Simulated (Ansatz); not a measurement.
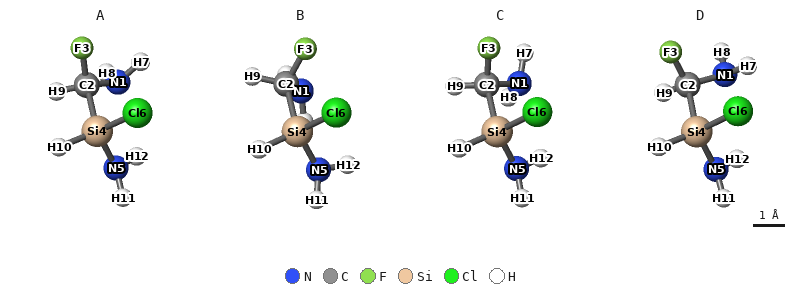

4 geometries from a converged minimum-energy path of CH6ClFN2Si, shuffled. A ball-and-stick model, seen from a free direction.

Method: RKS PBE-D4/def2-SVP (Ansatz). Settings: 9 movable images; climbing image; force threshold 0.05 eV/Å; iteration limit 49; starting path through a guess of the saddle point.

Q: Which frame is the top of the path?

A: C. In order along the path, whose images run from 0 to 10: B (image 3, +0.37 eV), C (image 5, +0.47 eV), A (image 7, +0.19 eV), D (image 9, −0.01 eV). The motion is a rotation about the N1–C2 bond, with a turn of about 135° about C2–Si4. No bond forms or breaks between the ends. Bond angles that change up to the highest image, for instance: F3–C2–Si4 103.4° → 110.5°, C2–N1–H7 114.1° → 107.3°.

The run took 6.9 min on 2 threads of Arm Neoverse V1, with other jobs on the host, peak memory 0.18 GiB.
